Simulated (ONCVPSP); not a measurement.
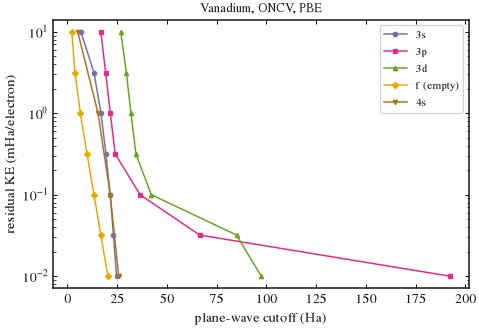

Residual kinetic energy of the pseudo-waves (the first of each channel, and further valence shells) beyond the plane-wave cutoff, as the generator prints it.

- Hardest wave at 1 mHa per electron: 3d, with rc = 1.55 bohr and qcut = 8.5 1/bohr. The optimisation minimises, but can't always remove, the kinetic energy above qcut²/2 = 36.1 Ha, and a larger rc would as a rule soften the wave at some cost in transferability.
- Cutoffs for the occupied states: 32 Ha for 1 mHa and 42 Ha for 0.1 mHa per electron. The first is set by 3d.
- Cutoffs for 1 mHa per electron: 3d: 32 Ha; 3p: 22 Ha; 3s: 17 Ha; 4s: 15 Ha; f (empty): 6.5 Ha.

**Pseudopotential generation for V**

- system: vanadium (V, Z = 23), core [Ne], reference valence 3s2 3p6 3d3 4s1 (an ion of charge +1), valence charge 13.
- method: ONCV potential, PBE, scalar-relativistic, made with ONCVPSP 4.0.1

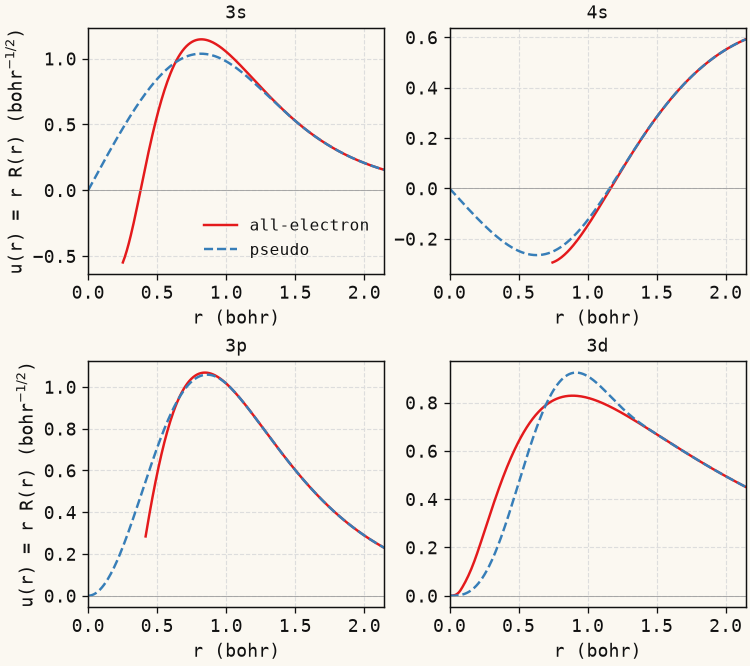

Partial waves u(r) = r R(r), all-electron (solid) and pseudo (dashed). The innermost oscillations of some all-electron curves aren't drawn. Reference configuration 3s2 3p6 3d3 4s1.

- Matching radii: 3s at 1.65 bohr; 4s at 1.65 bohr; 3p at 1.05 bohr; 3d at 1.55 bohr. The curves merge smoothly, so the plot gives these only roughly.
- Nodes of the pseudo-waves: 3s has no node; 4s has a node at about 1.2 bohr; 3p has no node; 3d has no node. A node in 4s is expected, since a lower shell of the same l is also in the valence and the two must stay orthogonal.
- Cutoffs needed: 32 Ha (loose) and 42 Ha (tight), as the cutoffs at which the residual kinetic energy of the hardest occupied pseudo-wave falls to 1 and 0.1 mHa per electron.

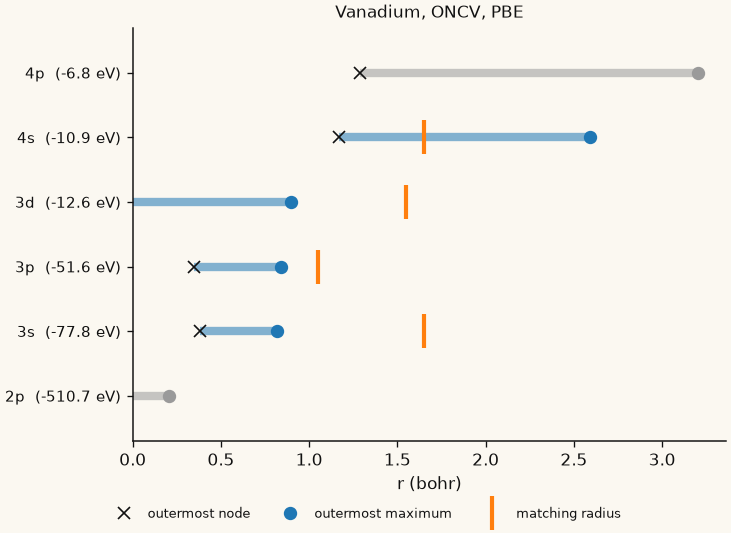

Outer shells of the all-electron reference atom: each bar runs from the outermost node (or the nucleus) to the outermost maximum of u(r); the tick is the radius chosen for the pseudo-wave. Shells without a tick have no pseudo-wave of their own. Levels, nodes and maxima are from ld1.x, scalar-relativistic.

- Radii against the shells: 3s: 1.65 bohr, outside the maximum; 3p: 1.05 bohr, outside the maximum; 3d: 1.55 bohr, outside the maximum; 4s: 1.65 bohr, between node and maximum.

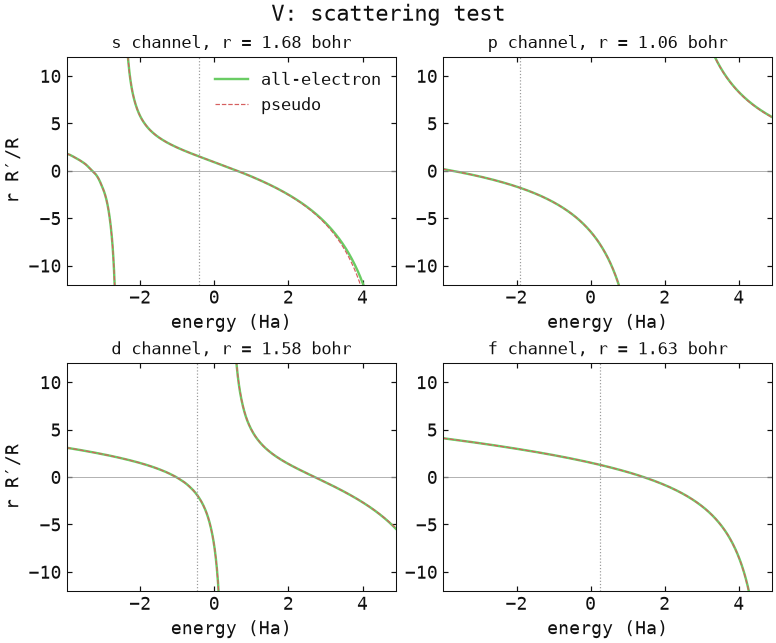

Logarithmic derivatives r R′/R at the test radius against energy, all-electron atom (solid) and pseudo-atom (dashed). Here R(r) is the radial function. The dotted line marks the reference energy of the channel.

- Poles, where the radial function vanishes at the test radius: s: all-electron at -2.5 Ha, pseudo at -2.5 Ha; p: all-electron at 1.9 Ha, pseudo at 1.9 Ha; d: all-electron at 0.3 Ha, pseudo at 0.3 Ha; f: all-electron at no energy in the range, pseudo at no energy in the range.
- Zeros of the logarithmic derivative: s: all-electron -3.3 and 0.6 Ha, pseudo -3.3 and 0.6 Ha; p: all-electron -3.7 Ha, pseudo -3.7 Ha; d: all-electron -1.0 and 2.7 Ha, pseudo -1.0 and 2.7 Ha; f: all-electron 1.4 Ha, pseudo 1.4 Ha.
- Ghost states: the plot shows none: pseudo and all-electron curves have the same branches in all channels drawn. The separate test gives: no bound ghost flagged; no localised positive-energy state flagged.

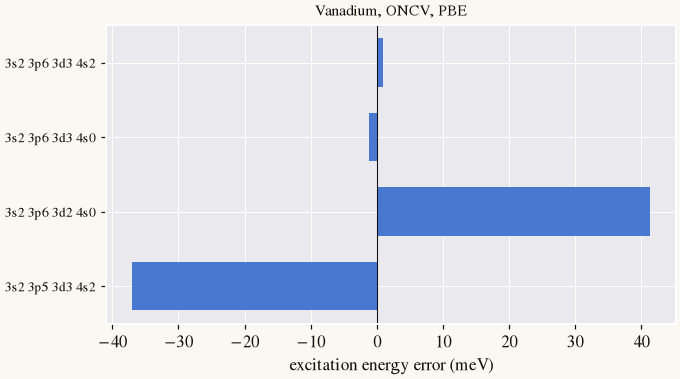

Errors, all-electron minus pseudo, of the energies of valence configurations relative to the unpolarised reference 3s2 3p6 3d3 4s1.

- Worst configuration: 3s2 3p6 3d2 4s0 (charge +3): the error is +41 meV on an all-electron energy of +43.19 eV relative to the reference, or 0.096 %.
- Errors in meV: 3s2 3p6 3d3 4s2: +0.9; 3s2 3p6 3d3 4s0: -1.1; 3s2 3p6 3d2 4s0: +41; 3s2 3p5 3d3 4s2: -37.

Input and output of the run follow.

## Input
```
# ATOM AND REFERENCE CONFIGURATION
# atsym  z   nc   nv     iexc    psfile
  V 23.00    3    4        4      upf
#
#   n    l    f
    1    0    2.00
    2    0    2.00
    2    1    6.00
    3    0    2.00
    3    1    6.00
    3    2    3.00
    4    0    1.00
#
# PSEUDOPOTENTIAL AND OPTIMIZATION
# lmax
    3
#
#   l,   rc,      ep,       ncon, nbas, qcut
    0    1.65    0.00    4    7    7.40
    1    1.05    0.00    3    8    9.00
    2    1.55    0.00    4    8    8.50
    3    1.60    0.25    4    7    6.20
#
# LOCAL POTENTIAL
# lloc, lpopt,  rc(5),   dvloc0
    4    5    1.05    0.00
#
# VANDERBILT-KLEINMAN-BYLANDER PROJECTORs
# l, nproj, debl
    0    2    0.40
    1    2    1.50
    2    2    3.70
    3    2    2.60
#
# MODEL CORE CHARGE
# icmod, fcfact, rcfact
    2    0.30    1.05
#
# LOG DERIVATIVE ANALYSIS
# epsh1, epsh2, depsh
   -4.00    5.00    0.02
#
# OUTPUT GRID
# rlmax, drl
    6.00    0.01
#
# TEST CONFIGURATIONS
# ncnf
    4
# nvcnf
#   n    l    f
    4
    3    0    2.00
    3    1    6.00
    3    2    3.00
    4    0    2.00
#
    4
    3    0    2.00
    3    1    6.00
    3    2    3.00
    4    0    0.00
#
    4
    3    0    2.00
    3    1    6.00
    3    2    2.00
    4    0    0.00
#
    4
    3    0    2.00
    3    1    5.00
    3    2    3.00
    4    0    2.00
#
```

Launched with:
```bash
oncvpsp.x < V.dat > V.out
```

## Output (extracts)
```
ONCVPSP  (Optimized Norm-Conservinng Vanderbilt PSeudopotential)
scalar-relativistic version 4.0.1

#   n    l    f        energy (Ha)
    1    0    2.00    -1.9743077E+02
    2    0    2.00    -2.2423197E+01
    2    1    6.00    -1.8767828E+01
    3    0    2.00    -2.8603828E+00
    3    1    6.00    -1.8981318E+00
    3    2    3.00    -4.6424935E-01
    4    0    1.00    -4.0059060E-01

Reference configufation results
  iterations    21
  all-electron total energy (Ha)   -9.48720952D+02

Begin loop to  construct optimized pseudo wave functions
and semi-local pseudopoentials for all angular momenta

Calculating optimized projector #   1

 for l=   0

    Fraction of norm inside rc  0.958485
    Optimizing pswf for qcut=   7.39 a_B^-1,  ecut=  27.30 Ha
    Residual kinetic energy error=  1.68D-06 Ha

    Energy error per electron        Cutoff
         Ha          eV             Ha
         0.01000     0.27211        6.77
         0.00100     0.02721       16.87
         0.00010     0.00272       21.52
         0.00001     0.00027       24.70

Calculating optimized projector #   2

 for l=   0

    Fraction of norm inside rc  0.067471
    Optimizing pswf for qcut=   7.39 a_B^-1,  ecut=  27.30 Ha
    Residual kinetic energy error=  4.34D-06 Ha

    Energy error per electron        Cutoff
         Ha          eV             Ha
         0.01000     0.27211        5.17
         0.00100     0.02721       15.41
         0.00010     0.00272       21.51
         0.00001     0.00027       25.78

WARNING wellstate: negative energy specified for n= 4 l=  1
WARNING scattering state with energy  0.25000000
WARNING will be used for the first projector

   Wellstate for l =  1  n =  4
     eigenvalue =   0.2500
     asymptotic potential =   0.7500
     half-point radius =  2.3547

Calculating optimized projector #   1

 for l=   1

    Fraction of norm inside rc  0.588366
    Optimizing pswf for qcut=   9.01 a_B^-1,  ecut=  40.60 Ha
    Residual kinetic energy error=  5.85D-05 Ha

    Energy error per electron        Cutoff
         Ha          eV             Ha
         0.01000     0.27211       16.78
         0.00100     0.02721       21.56
         0.00010     0.00272       36.55
         0.00001     0.00027      192.12

Calculating optimized projector #   2

 for l=   1

    Fraction of norm inside rc  0.072454
    Optimizing pswf for qcut=   9.01 a_B^-1,  ecut=  40.60 Ha
    Residual kinetic energy error=  1.92D-05 Ha

    Energy error per electron        Cutoff
         Ha          eV             Ha
         0.01000     0.27211       14.57
         0.00100     0.02721       19.70
         0.00010     0.00272       24.60
         0.00001     0.00027       46.34

   Wellstate for l =  2  n =  6
     eigenvalue =   3.2358
     asymptotic potential =   3.7358
     half-point radius =  3.5722

Calculating optimized projector #   1

 for l=   2

    Fraction of norm inside rc  0.677673
    Optimizing pswf for qcut=   8.49 a_B^-1,  ecut=  36.04 Ha
    Residual kinetic energy error=  1.54D-04 Ha

    Energy error per electron        Cutoff
         Ha          eV             Ha
         0.01000     0.27211       26.82
         0.00100     0.02721       31.95
         0.00010     0.00272       42.15
         0.00001     0.00027       97.40

Calculating optimized projector #   2

 for l=   2

    Fraction of norm inside rc  0.090711
    Optimizing pswf for qcut=   8.49 a_B^-1,  ecut=  36.04 Ha
    Residual kinetic energy error=  1.38D-03 Ha

    Energy error per electron        Cutoff
         Ha          eV             Ha
         0.01000     0.27211       30.09
         0.00100     0.02721       38.07
         0.00010     0.00272      111.17
         0.00001     0.00027      130.28

   Wellstate for l =  3  n =  4
     eigenvalue =   0.2500
     asymptotic potential =   0.7500
     half-point radius =  6.3001

   Wellstate for l =  3  n =  5
     eigenvalue =   2.8500
     asymptotic potential =   3.3500
     half-point radius =  2.8879

Calculating optimized projector #   1

 for l=   3

    Fraction of norm inside rc  0.004796
    Optimizing pswf for qcut=   6.21 a_B^-1,  ecut=  19.26 Ha
    Residual kinetic energy error=  1.36D-05 Ha

    Energy error per electron        Cutoff
         Ha          eV             Ha
         0.01000     0.27211        2.19
         0.00100     0.02721        6.52
         0.00010     0.00272       13.38
         0.00001     0.00027       20.35

Calculating optimized projector #   2

 for l=   3

    Fraction of norm inside rc  0.221687
    Optimizing pswf for qcut=   6.21 a_B^-1,  ecut=  19.26 Ha
    Residual kinetic energy error=  7.33D-03 Ha

    Energy error per electron        Cutoff
         Ha          eV             Ha
         0.01000     0.27211       18.27
         0.00100     0.02721       24.94
         0.00010     0.00272       48.46
         0.00001     0.00027       80.38

Construct Vanderbilt / Kleinmman-Bylander projectors

B matrix Hermiticity error, ll=   0
   1   2    1.9381E-04

  Orthonormal projector coefficients  9.1805E+00  1.6052E+00

B matrix Hermiticity error, ll=   1
   1   2    2.2966E-04

  Orthonormal projector coefficients  4.8135E+00  8.5586E-01

B matrix Hermiticity error, ll=   2
   1   2    1.6237E-04

  Orthonormal projector coefficients -4.7707E+00 -1.8464E+00

B matrix Hermiticity error, ll=   3
   1   2    1.4890E-05

  Orthonormal projector coefficients -6.1539E+00 -2.7769E+00

Model core correction analysis
  based on d2Exc/dn_idn_j

d2excae - all-electron derivatives

   -4.214430D-02   -3.864753D-02   -2.675211D-02   -2.960335D-03
   -3.864789D-02   -3.666139D-02   -2.664385D-02   -3.680496D-03
   -2.675266D-02   -2.664414D-02   -2.492214D-02   -1.143591D-02
   -2.958910D-03   -3.677810D-03   -1.143095D-02   -4.268396D-02

d2excps - pseudofunction derivatives with no core correction

   -4.951729D-02   -3.975912D-02   -2.735710D-02   -3.865506D-03
   -3.976016D-02   -3.827312D-02   -2.888425D-02   -3.794173D-03
   -2.735720D-02   -2.888451D-02   -2.664525D-02   -1.130340D-02
   -3.865033D-03   -3.791502D-03   -1.129845D-02   -4.276632D-02

rms 2nd derivative error    2.163312E-03

amplitude prefactor, scale prefactor
    9.4277    1.2018

d2excps - pseudofunction derivatives with core correction

   -3.866486D-02   -3.685903D-02   -2.690156D-02   -2.817519D-03
   -3.685898D-02   -3.712717D-02   -2.887485D-02   -3.497734D-03
   -2.690171D-02   -2.887508D-02   -2.693811D-02   -1.123433D-02
   -2.816061D-03   -3.495043D-03   -1.122937D-02   -4.266692D-02

rms 2nd derivative error    1.435590E-03

Pseudoatom total energy  -71.152735

Diagnostic tests using Vanderbilt-Kleinman-Bylander pseudopotentials
  1 or more projectors used as specified by nproj input data

   l    rcore       rmatch      e in        delta e   norm test  slope test

   0   1.6551903   1.7054455  -2.8603828   0.0000021   1.0001320   1.0001204
   0   1.6551903   1.7054455  -0.4005906   0.0000030   1.0000269   1.0000217

   1   1.0505129   1.0824088  -1.8981318   0.0000375   1.0001258   1.0002361
   1   1.0505129   1.0824088   0.2500000   0.0000654   1.0003232   1.0003232

   2   1.5590790   1.6064161  -0.4642493  -0.0000016   1.0000461   1.0000495
   2   1.5590790   1.6064161   3.2357507   0.0000850   1.0001241   1.0001241

   3   1.6064161   1.6551903   0.2500000   0.0000282   1.0000457   1.0000457
   3   1.6064161   1.6551903   2.8500000   0.0000440   1.0001935   1.0001935

 Testing for bound ghosts
   n   l    E NL Schr. Eq   E Basis Diag.   E Cutoff

   1   0       -2.860381       -2.860380     69.47
   2   0       -0.400588       -0.349186     69.47

   2   1       -1.898094       -1.894945    273.62

   3   2       -0.464251       -0.460128    141.65

   4   3       -0.035553        0.472035    113.05

 Testing for highly-localized positive-energy ghosts
       l    <radius>/rc     E Basis Diag.   E Cutoff

Test configuration 0

   n   l     f        eae           eps        diff
   1   0  2.0000 -197.43076835
   2   0  2.0000  -22.42319692
   2   1  6.0000  -18.76782757
   3   0  2.0000   -2.86038284   -2.86038076    2.08D-06
   3   1  6.0000   -1.89813177   -1.89809428    3.75D-05
   3   2  3.0000   -0.46424935   -0.46425097   -1.62D-06
   4   0  1.0000   -0.40059060   -0.40058765    2.95D-06

    Total energies and differences
      AE_ref= -9.48720952D+02  AE_tst= -9.48720952D+02  dif=  0.00D+00
      PS_ref= -7.11527353D+01  PS_tst= -7.11527353D+01  dif=  0.00D+00
      PSP excitation error=  0.00D+00

Test configuration 1

   n   l     f        eae           eps        diff
   1   0  2.0000 -197.14807409
   2   0  2.0000  -22.14661950
   2   1  6.0000  -18.49072643
   3   0  2.0000   -2.58110520   -2.58047718    6.28D-04
   3   1  6.0000   -1.61848644   -1.61818622    3.00D-04
   3   2  3.0000   -0.18979533   -0.18959033    2.05D-04
   4   0  2.0000   -0.17280409   -0.17282752   -2.34D-05

    Total energies and differences
      AE_ref= -9.48720952D+02  AE_tst= -9.49005210D+02  dif= -2.84D-01
      PS_ref= -7.11527353D+01  PS_tst= -7.14370257D+01  dif= -2.84D-01
      PSP excitation error=  3.33D-05

Test configuration 2

   n   l     f        eae           eps        diff
   1   0  2.0000 -197.76674271
   2   0  2.0000  -22.75059963
   2   1  6.0000  -19.09595418
   3   0  2.0000   -3.18898994   -3.19019915   -1.21D-03
   3   1  6.0000   -2.22640120   -2.22691204   -5.11D-04
   3   2  3.0000   -0.78337509   -0.78375584   -3.81D-04

    Total energies and differences
      AE_ref= -9.48720952D+02  AE_tst= -9.48195594D+02  dif=  5.25D-01
      PS_ref= -7.11527353D+01  PS_tst= -7.06273357D+01  dif=  5.25D-01
      PSP excitation error= -4.09D-05

Test configuration 3

   n   l     f        eae           eps        diff
   1   0  2.0000 -198.41992404
   2   0  2.0000  -23.43183050
   2   1  6.0000  -19.77479297
   3   0  2.0000   -3.81433292   -3.81386231    4.71D-04
   3   1  6.0000   -2.84044788   -2.83826815    2.18D-03
   3   2  2.0000   -1.35808365   -1.35331224    4.77D-03

    Total energies and differences
      AE_ref= -9.48720952D+02  AE_tst= -9.47133633D+02  dif=  1.59D+00
      PS_ref= -7.11527353D+01  PS_tst= -6.95669337D+01  dif=  1.59D+00
      PSP excitation error=  1.52D-03

Test configuration 4

   n   l     f        eae           eps        diff
   1   0  2.0000 -197.83389182
   2   0  2.0000  -22.76603563
   2   1  6.0000  -19.11771131
   3   0  2.0000   -3.12045419   -3.12813950   -7.69D-03
   3   1  5.0000   -2.14762672   -2.14987216   -2.25D-03
   3   2  3.0000   -0.67393244   -0.67214645    1.79D-03
   4   0  2.0000   -0.46546440   -0.46582787   -3.63D-04

    Total energies and differences
      AE_ref= -9.48720952D+02  AE_tst= -9.47132955D+02  dif=  1.59D+00
      PS_ref= -7.11527353D+01  PS_tst= -6.95633798D+01  dif=  1.59D+00
      PSP excitation error= -1.36D-03
```

## Results in brief

- outcome: generated
- cutoffs needed: 32 Ha and 42 Ha (the cutoffs at which the residual kinetic energy of the hardest occupied pseudo-wave falls to 1 and 0.1 mHa per electron)
- ghost test: no bound ghost flagged; no localised positive-energy state flagged
- largest excitation error: +41 meV (all-electron minus pseudo) for 3s2 3p6 3d2 4s0, out of 4 test configurations
- rms error of d²Exc/dni dnj: 2.16 mHa without and 1.44 mHa with the model core
- range over which the phases arctan(r R′/R) at the test radius agree within 0.05 rad (a looser test near the poles than one of phase shifts): s: over the whole range computed; p: over the whole range computed; d: over the whole range computed; f: over the whole range computed
- hardware: 1 CPU thread, shared host
- wall time: 5.3 s

## Notes

Warnings of the program, in the generation or the tests: wellstate: negative energy specified for n= 4 l= 1.
